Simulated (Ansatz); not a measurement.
## Two runs on RuO₂

System: RuO₂, multiplicity 5.
Method of run A: UKS B3LYP-D4/def2-TZVP (Ansatz 0.2.0).

The geometry: B3LYP-D4/def2-TZVP start. Text and figures count atoms from 1; the logs count them from 0 in places.

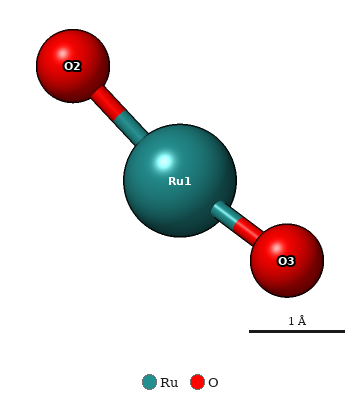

The structure as given in the input (ball-and-stick view, seen at an oblique angle; atoms are numbered from 1 in the order of the input). Sticks mark near contacts.

### Input file, run A
```yaml
crystal:
  periodic: [false, false, false]
  atoms:
    - {symbol: Ru, position_ang: [0.013916, 0.135537, -0.202281]}
    - {symbol: O, position_ang: [-1.598902, -0.304544, -0.167037]}
    - {symbol: O, position_ang: [1.584986, 0.169006, 0.369308]}
basis:
  gaussian: {orbitals: def2-TZVP}
magnetization: {spin_polarized: true, initial_magnetization: 4}
hamiltonian: {xc: {name: B3LYP}, dispersion: d4}
scf: {omitted_lower_state_checks: [starts]}
output: {orbitals: {seedname: orbitals}}
relax: {f_tol: 0.02, max_steps: 100}
```

Launched with:
```bash
ansatz run in.yaml --threads 4 --pin off --events-out ev --progress --plain --max-ram 3916MiB
```

Hardware: 4 threads of Arm Neoverse V2, 23 GiB of memory available, shared host.

### Output, shortened to warnings, some set-up lines, iterations and results (run A)
```
[...]
mean field evaluation 1: about -6661.3844 eV, gradient 6.5e1 eV
mean field evaluation 2: about -6489.0557 eV, gradient 2.0e2 eV
mean field evaluation 4: about -6674.8745 eV, gradient 1.2e1 eV
mean field evaluation 8: about -6675.3944 eV, gradient 1.3e-1 eV
mean field evaluation 16: about -6675.4179 eV, gradient 1.7e-3 eV
relax step   1: F+E_penalty+E_count = -6675.50461023 eV  Δ(F+E_penalty+E_count) = +0.000e0 eV  max|allowed force component| = 4.565e0 eV/Å  Δτ_max = 0.0000 Å  (64 SCF iters, …
mean field evaluation 32: about -6676.3981 eV, gradient 5.8e-4 eV
relax step   2: F+E_penalty+E_count = -6676.48348907 eV  Δ(F+E_penalty+E_count) = -9.789e-1 eV  max|allowed force component| = 1.380e0 eV/Å  Δτ_max = 0.1806 Å  (56 SCF iters, …
relax step   3: F+E_penalty+E_count = -6676.75548820 eV  Δ(F+E_penalty+E_count) = -2.720e-1 eV  max|allowed force component| = 2.133e0 eV/Å  Δτ_max = 0.1928 Å  (55 SCF iters, …
relax step   4: F+E_penalty+E_count = -6676.91765829 eV  Δ(F+E_penalty+E_count) = -1.622e-1 eV  max|allowed force component| = 5.472e-1 eV/Å  Δτ_max = 0.0492 Å  (43 SCF …
relax step   5: F+E_penalty+E_count = -6676.92832491 eV  Δ(F+E_penalty+E_count) = -1.067e-2 eV  max|allowed force component| = 5.401e-2 eV/Å  Δτ_max = 0.0242 Å  (42 SCF …
mean field evaluation 64: about -6676.8391 eV, gradient 6.1e-2 eV
relax step   6: F+E_penalty+E_count = -6676.92841313 eV  Δ(F+E_penalty+E_count) = -8.822e-5 eV  max|allowed force component| = 7.712e-3 eV/Å  Δτ_max = 0.0020 Å  (40 SCF …
these checks for a lower state are left out or cut short: starts
680 factors; their error is unknown
mean field -6676.83911716 eV, -245.3693118314 hartree, gradient 2.0e-5 eV, S^2 6.014124; 0 other end points of the search recorded, 0 dependent functions left out
the calculation of the forces begins
reference -6676.83933543 eV, -245.3693198529 hartree; 18, 14 occupied and 84, 88 virtual orbitals, 680 factors
Total energy: -6676.92863141 eV, -245.3726014194 hartree
Atom 0 at     0.035006     0.340951    -0.508844 Å, force     0.000531     0.005167    -0.007712 eV/Å
Atom 1 at    -1.429492    -0.380486     0.016559 Å, force    -0.001655    -0.002790     0.003622 eV/Å
Atom 2 at     1.394485     0.039534     0.492275 Å, force     0.001125    -0.002377     0.004090 eV/Å
Dipole moment:     0.038933     0.379199    -0.565922 e Å
Checks for a lower state left out: starts
```

The input of run B differs as follows (lines with − go, lines with + come):
```diff
-magnetization: {spin_polarized: true, initial_magnetization: 4}
+magnetization: {spin_polarized: true, initial_magnetization: 2}
```

What does this change do to the results?

With the same method and basis, run B lies 11.5 kcal/mol lower. The HOMO goes from −7.16 to −7.25 eV. The LUMO goes from −4.67 to −4.96 eV. The dipole moment goes from 3.28 to 1.80 D. On the same kind of shared host run B took about 2 times as long.

### Output, shortened to warnings, some set-up lines, iterations and results (run B)
```
[...]
mean field evaluation 1: about -6666.2201 eV, gradient 5.8e1 eV
mean field evaluation 2: about -6517.1709 eV, gradient 1.9e2 eV
mean field evaluation 4: about -6676.8313 eV, gradient 9.9e0 eV
mean field evaluation 8: about -6677.1940 eV, gradient 1.1e-1 eV
mean field evaluation 16: about -6677.2160 eV, gradient 1.3e-3 eV
mean field evaluation 32: about -6677.2160 eV, gradient 2.5e-2 eV
relax step   1: F+E_penalty+E_count = -6677.30268700 eV  Δ(F+E_penalty+E_count) = +0.000e0 eV  max|allowed force component| = 1.078e0 eV/Å  Δτ_max = 0.0000 Å  (183 SCF iters, …
relax step   2: F+E_penalty+E_count = -6677.36599004 eV  Δ(F+E_penalty+E_count) = -6.330e-2 eV  max|allowed force component| = 4.864e-1 eV/Å  Δτ_max = 0.0443 Å  (67 SCF …
mean field evaluation 64: about -6677.3181 eV, gradient 2.1e-5 eV
relax step   3: F+E_penalty+E_count = -6677.40511634 eV  Δ(F+E_penalty+E_count) = -3.913e-2 eV  max|allowed force component| = 9.717e-1 eV/Å  Δτ_max = 0.1042 Å  (69 SCF …
relax step   4: F+E_penalty+E_count = -6677.42709584 eV  Δ(F+E_penalty+E_count) = -2.198e-2 eV  max|allowed force component| = 3.091e-2 eV/Å  Δτ_max = 0.0195 Å  (60 SCF …
relax step   5: F+E_penalty+E_count = -6677.42713314 eV  Δ(F+E_penalty+E_count) = -3.730e-5 eV  max|allowed force component| = 1.268e-3 eV/Å  Δτ_max = 0.0016 Å  (62 SCF …
mean field evaluation 96: about -6677.3171 eV, gradient 7.8e-2 eV
mean field -6677.33939198 eV, -245.3876965920 hartree, gradient 9.5e-6 eV, S^2 2.005522; 0 other end points of the search recorded, 0 dependent functions left out
the calculation of the forces begins
reference -6677.33961296 eV, -245.3877047128 hartree; 17, 15 occupied and 85, 87 virtual orbitals, 680 factors
Total energy: -6677.42735412 eV, -245.3909291410 hartree
Atom 0 at     0.022267     0.216875    -0.323671 Å, force     0.000087     0.000850    -0.001268 eV/Å
Atom 1 at    -1.545451    -0.336642    -0.096635 Å, force    -0.000085    -0.000431     0.000627 eV/Å
Atom 2 at     1.523184     0.119766     0.420295 Å, force    -0.000002    -0.000419     0.000641 eV/Å
Dipole moment:     0.021429     0.208711    -0.311483 e Å
Checks for a lower state left out: starts
```

### The two runs side by side

| quantity | run A | run B |
| --- | --- | --- |
| outcome | converged | converged |
| total energy (hartree) | −245.372601 | −245.390929 |
| HOMO (eV) | −7.16 | −7.25 |
| LUMO (eV) | −4.67 | −4.96 |
| dipole moment (D) | 3.28 | 1.80 |
| ⟨S²⟩ | 6.014 | 2.006 |
| largest force (eV/Å) | 0.009 | 0.002 |
| basis functions | 102 | 102 |
| wall time (shared host) | 9 s | 18 s |
